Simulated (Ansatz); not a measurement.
# Fe wire along [110], 33 atoms a period: bands along the axis, part 2 of 2

Wanted: the relaxed geometry and the bands of the Fe wire along [110], 33 atoms a period.

Ansatz 0.2.0; DFT PBE, plane waves, PAW; relaxation of a wire's period; PAW set soft_1 (the session's first sound run).

So far: The structure; The relaxed wire.

### 2. The relaxed wire (continued)

Relaxation path:

| step | energy less that of the first step (eV) | largest force component (eV/Å) | pressure (GPa) | volume (Å³) |
| --- | --- | --- | --- | --- |
| 1 | 0.0000 | 0.9961 | -1.27 | 1073.59 |
| 2 | -0.4251 | 0.4805 | -0.58 | 1064.60 |
| 3 | -0.6080 | 0.2697 | 0.23 | 1049.69 |
| 4 | -0.6251 | 0.0763 | 0.02 | 1040.23 |
| 5 | -0.6302 | 0.0263 | -0.01 | 1043.25 |
| 6* | -0.6142 | 0.0257 | 0.00 | 1043.25 |

Relaxation steps marked * repeat the geometry before them on a plane-wave basis chosen anew for their cell, so energy and pressure can jump there.

The run keeps the 8 symmetry operations that it works with, so distortions that break them were not tested.

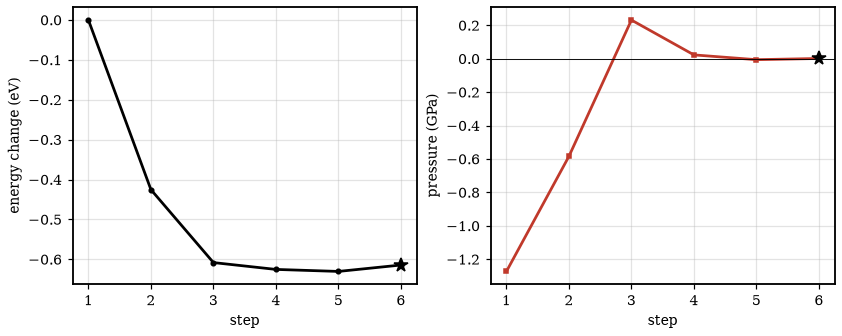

Energy and pressure along the relaxation. Stars mark steps on a basis chosen anew.

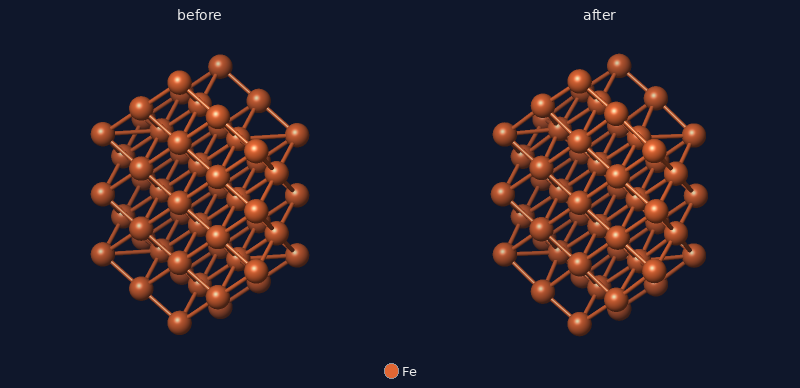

The structure before and after the relaxation, drawn at the same scale.

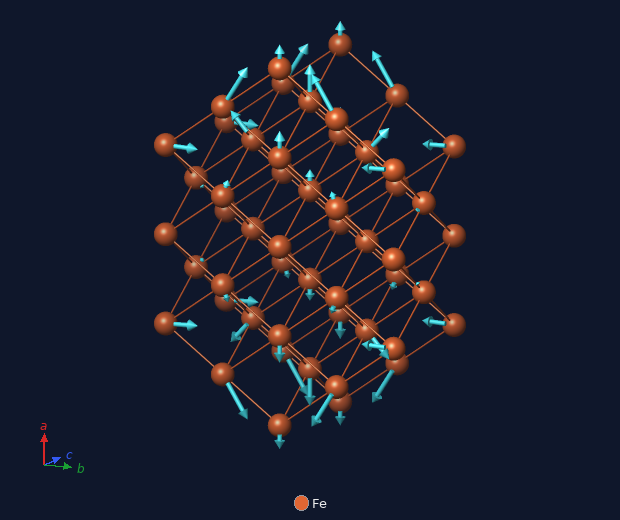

Displacements in the relaxation, exaggerated, measured against the changing cell; the longest in the cell stands for 0.16 Å. Some periodic images of atoms are drawn too.

| cell as run | before | after | change |
| --- | --- | --- | --- |
| c (Å) | 4.002 | 3.889 | -2.8 % |

The atoms that moved most (Å, along periodic axes as changes of fractional coordinates times the final cell, across vacuum about the mean position):

| atom | dx | dy | dz | length |
| --- | --- | --- | --- | --- |
| Fe33 | 0.134 | -0.087 | 0.000 | 0.159 |
| Fe27 | -0.134 | -0.087 | 0.000 | 0.159 |
| Fe11 | 0.134 | 0.087 | 0.000 | 0.159 |
| Fe2 | -0.134 | 0.087 | 0.000 | 0.159 |
| Fe26 | 0.107 | 0.000 | 0.000 | 0.107 |
| Fe13 | -0.107 | 0.000 | 0.000 | 0.107 |
| Fe24 | 0.076 | -0.071 | 0.000 | 0.104 |
| Fe14 | -0.076 | -0.071 | 0.000 | 0.104 |

This step gave:

| Item | Value |
| --- | --- |
| energy at zero smearing | -147832.6827 eV |
| total moment | 85.32 μB |
| absolute moment | 88.68 μB |
| cell length along the wire | 3.889 Å |

Site moment by element, in μB:

| element | atoms | mean | spread (r.m.s.) | least | largest |
| --- | --- | --- | --- | --- | --- |
| Fe | 33 | 2.53 | 0.18 | 2.19 | 2.79 |

The atoms farthest from the mean of their element:

| atom | x, y, z (Å) | site moment (μB) |
| --- | --- | --- |
| Fe7 | 9.06, 7.40, 0.00 | 2.19 |
| Fe9 | 11.89, 3.50, 0.00 | 2.79 |
| Fe32 | 11.89, 11.30, 0.00 | 2.79 |
| Fe28 | 6.23, 11.30, 0.00 | 2.79 |
| Fe3 | 6.23, 3.50, 0.00 | 2.79 |
| Fe11 | 13.44, 5.49, 0.00 | 2.75 |
| Fe33 | 13.44, 9.32, 0.00 | 2.75 |
| Fe2 | 4.68, 5.49, 0.00 | 2.75 |

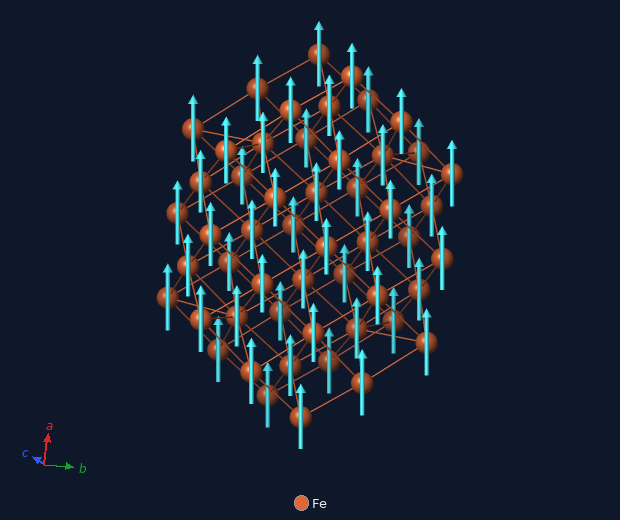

Site moment as arrows, the longest 2.79 μB. Up and down stand for the sign. Arrows give size and sign along the axis of quantisation, drawn up and down the page. Some periodic images of atoms are drawn too.

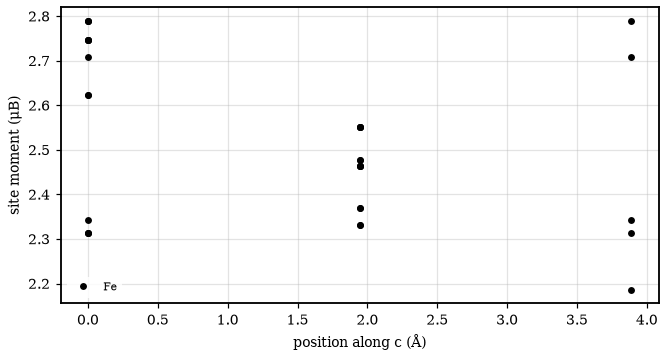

Site moment along the cell.

The cell's length comes to 3.889 Å with an absolute moment of 88.68 μB a cell.

### 3. The perfect wire

This step: DFT PBE, plane waves, PAW; bands of a perfect wire; PAW set soft_1 (Ansatz 0.2.0).

At the relaxed period the bands are computed along the axis; those that cross an energy going forward count the channels that a perfect wire would open there.

The input, input.yaml:

```yaml
crystal:
  lattice:
    - [18.12, 0.0, 0.0]
    - [0.0, 14.804, 0.0]
    - [0.0, 0.0, 3.8891042844]
  atoms:
    - { symbol: Fe, position: [0.184592516, 0.500015157, 0.0], spin: 2.71 }
    - { symbol: Fe, position: [0.25835947, 0.370720545, 0.0], spin: 2.75 }
    - { symbol: Fe, position: [0.343981542, 0.236522107, 0.0], spin: 2.79 }
    - { symbol: Fe, position: [0.340122559, 0.500015157, 0.0], spin: 2.34 }
    - { symbol: Fe, position: [0.420321354, 0.365532974, 0.0], spin: 2.31 }
    - { symbol: Fe, position: [0.5, 0.229628693, 0.0], spin: 2.62 }
    - { symbol: Fe, position: [0.5, 0.500015157, 0.0], spin: 2.19 }
    - { symbol: Fe, position: [0.579678646, 0.365532974, 0.0], spin: 2.31 }
    - { symbol: Fe, position: [0.656018458, 0.236522107, 0.0], spin: 2.79 }
    - { symbol: Fe, position: [0.659877441, 0.500015157, 0.0], spin: 2.34 }
    - { symbol: Fe, position: [0.74164053, 0.370720545, 0.0], spin: 2.75 }
    - { symbol: Fe, position: [0.815407484, 0.500015157, 0.0], spin: 2.71 }
    - { symbol: Fe, position: [0.259801318, 0.500015157, 0.5], spin: 2.48 }
    - { symbol: Fe, position: [0.339613228, 0.360036938, 0.5], spin: 2.46 }
    - { symbol: Fe, position: [0.339613228, 0.639993376, 0.5], spin: 2.46 }
    - { symbol: Fe, position: [0.422363784, 0.230152705, 0.5], spin: 2.55 }
    - { symbol: Fe, position: [0.4194384, 0.500015157, 0.5], spin: 2.33 }
    - { symbol: Fe, position: [0.422363784, 0.769877609, 0.5], spin: 2.55 }
    - { symbol: Fe, position: [0.5, 0.364920638, 0.5], spin: 2.37 }
    - { symbol: Fe, position: [0.5, 0.635109676, 0.5], spin: 2.37 }
    - { symbol: Fe, position: [0.577636216, 0.230152705, 0.5], spin: 2.55 }
    - { symbol: Fe, position: [0.5805616, 0.500015157, 0.5], spin: 2.33 }
    - { symbol: Fe, position: [0.577636216, 0.769877609, 0.5], spin: 2.55 }
    - { symbol: Fe, position: [0.660386772, 0.360036938, 0.5], spin: 2.46 }
    - { symbol: Fe, position: [0.660386772, 0.639993376, 0.5], spin: 2.46 }
    - { symbol: Fe, position: [0.740198682, 0.500015157, 0.5], spin: 2.48 }
    - { symbol: Fe, position: [0.25835947, 0.629309769, 0.0], spin: 2.75 }
    - { symbol: Fe, position: [0.343981542, 0.763508207, 0.0], spin: 2.79 }
    - { symbol: Fe, position: [0.420321354, 0.63449734, 0.0], spin: 2.31 }
    - { symbol: Fe, position: [0.5, 0.77040162, 0.0], spin: 2.62 }
    - { symbol: Fe, position: [0.579678646, 0.63449734, 0.0], spin: 2.31 }
    - { symbol: Fe, position: [0.656018458, 0.763508207, 0.0], spin: 2.79 }
    - { symbol: Fe, position: [0.74164053, 0.629309769, 0.0], spin: 2.75 }
magnetization:
  spin_polarized: true
kpoints:
  mp_grid: { grid: [1, 1, 21] }
  band_path: { path: ["Γ", Z], npoints: 90 }
scf:
  occupations: { method: fermi_dirac, width: 0.05 }
hamiltonian:
  xc: pbe
  pseudopotentials: { kind: paw, azcp: { folder: soft_1 } }
output:
  dos: { e_range: [-5, 4] }
  write_potential: true
  write_density: true
  volumetric_format: npy
```

On the command line:

```console
ansatz run input.yaml --threads 4 --pin off --max-ram 16384MiB --backend cpu --events-out ev --progress --plain --runs-dir out
```

Numbers of over 12 decimals in the logs are rounded to 6 here.

The log of the run:

```text
[...]
Crystal: 33 atoms, lattice volume = 1043.246 Å³
Basis set: ecut = 420 eV, 20453 PW (Γ)
Bands: 367, of which v1, the nominal top of the filled ones, is band 264 counted from 1 (263 counted from 0)
Symmetry: 8 space group operations
[...]
k-points: 11 of 21
[...]
Starting moments: Σ|m| = 83.33 μB on 33 of 33 sites
[...]
SCF iter   1: F=—  HF=-147825.297383 eV  |F-HF|=—  |Δ(HF+E_count)|=         —  Δρ=4.53e-2 (↑2.07e-2 ↓4.53e-2)  dr2=1.09e2  dr2_m=6.61e0  M=83.545 μB ∫|m|=84.369 μB  β_m=0.30  ethr=3.10e-3  ⟨swp⟩=7.8  Hψ=36607  notcnv=0  defer=641
[...]
SCF iter  16: F=-147832.819511 eV  HF=-147832.819511 eV  |F-HF|=1.36e-8  |Δ(HF+E_count)|=   1.54e-9  Δρ=8.18e-7 (↑5.25e-7 ↓8.18e-7)  dr2=1.75e-8  dr2_m=1.30e-9  M=85.342 μB ∫|m|=88.680 μB  ethr=2.67e-12  ⟨swp⟩=13.2  Hψ=44076  notcnv=0
SCF 1 converged in 16 iterations: F = -147832.819511 eV  dr2 = 1.75e-8
[...]
WARN: The output density's exchange-correlation potential varies sharply where the density is thin. Do not read a vacuum level from v_tot or v_xc, or from such a field of the output density. On a cell that repeats whose density bears no net charge and no dipole along the vacuum's axis use v_es (v_loc + v_h of the components); under efield.dipole_correction with no amplitude use v_es + v_field, which holds any externa [...]
NSCF: frozen V_eff on 91 k-points
WARN: pass on a band path, mesh or list of k-points: the 91 k-points are solved 20 at a time at the most, because the 14.40 GiB of host memory that the pass is priced against does not hold them all with the solver's workspace as planned. The pass can take longer, above all where fewer k-points are solved at a time than the run has threads. As a rule a larger memory budget leaves room for more at once. The budget is what a run with no `--max-ram-frac` typed is planned for, 0.8 of the host's memory or its container's limit. More memory there lifts it, and so does a share over 0.88 that is typed (of such a share the budget is ten elevenths): [rest of the remark cut]
SCF converged after 16 iterations
Magnetization: 85.3423 μB (306.6711 up, 221.3289 down)
Absolute magnetization: 88.6880 μB (∫|ρ↑−ρ↓|, with the PAW one-centre terms)
[...]
Per-site moments (μB) at R_I (Å): [(2.709967, 0.963021), (2.747481, 0.963021), (2.789381, 0.972756), (2.341863, 0.997435), (2.312735, 0.972756), (2.622858, 0.990029), (2.186878, 1.002997), (2.312735, 0.972756), (2.789381, 0.972756), (2.341863, 0.997435), (2.747481, 0.963021), (2.709967, 0.963021), (2.479726, 0.979500), (2.463607, 1.004216), (2.463607, 1.004216), (2.550299, 0.990029), (2.332889, 0.997435), (2.550299,  [...]
Free energy (F): -147832.819511 eV
[...]
Internal energy: -147832.542836 eV  (E = F + TS)
E sigma→0 (E₀):  -147832.681173 eV
Entropy (-TS):   -0.276676 eV (-8.384 meV/atom)
Fermi energy:    4.241741 eV
[...]
--- Band table (eV; the first three rows and the last of 22) ---
  k-point 0 ↑: bands = [... 260 lower, 3.0556, 3.0703, 3.1330, 3.1493, 3.1493, 3.1692, 3.1780, 3.2081, ... 99 higher]
  k-point 1 ↑: bands = [... 260 lower, 3.0609, 3.0854, 3.0896, 3.1245, 3.1494, 3.1631, 3.1778, 3.1838, ... 99 higher]
  k-point 2 ↑: bands = [... 260 lower, 3.0672, 3.0675, 3.0868, 3.1065, 3.1103, 3.1207, 3.1250, 3.1653, ... 99 higher]
  k-point 10 ↓: bands = [... 260 lower, 5.6159, 5.6231, 5.6413, 5.6968, 5.7192, 5.7221, 5.7462, 5.7484, ... 99 higher]
```

The job ended after 30 min (4 threads of Arm Neoverse V1, shared host; peak memory 12 GiB).

Reading the cycles: dr2 is the Hartree energy of the density residual (eV), the measure of convergence; HF is the Harris–Foulkes estimate of the energy, which meets the free energy F at convergence.

This step gave:

```yaml
energy_at_zero_smearing: -147832.6812 eV
total_moment: 85.34 μB
absolute_moment: 88.69 μB
band_gap: 0 eV
```

Between Γ and Z the bands cross the Fermi level 20 times, so a perfect wire would conduct at least 10 G₀, with an absolute moment of 88.69 μB a cell.

### 4. What came out

```
cell length, PBE                                            : 3.889 Å
absolute moment, PBE                                        : 88.7 μB
ballistic conductance by band crossings, a lower bound, PBE : 10 G₀
```

In words: Under PBE the cell's length is 3.89 Å, the absolute moment is 88.69 μB a cell, and the bands cross the Fermi level 20 times between Γ and Z, which gives a perfect wire at least 10 G₀ (opposite crossings within one step of the path cancel in such a count). In the perfect wire the moments were started parallel, and no opposed start was run. No search over magnetic orders was made; another may lie lower.

[Logs are printed without paths, hosts, clocks, repeated set-up lines and the standing remarks that a program may print on its own settings, such as how far it seeks lower states.]

[Hosts, paths, dates, database ids (printed as entryN), source tags and the programs' standing remarks are cut or masked in the printed files.]
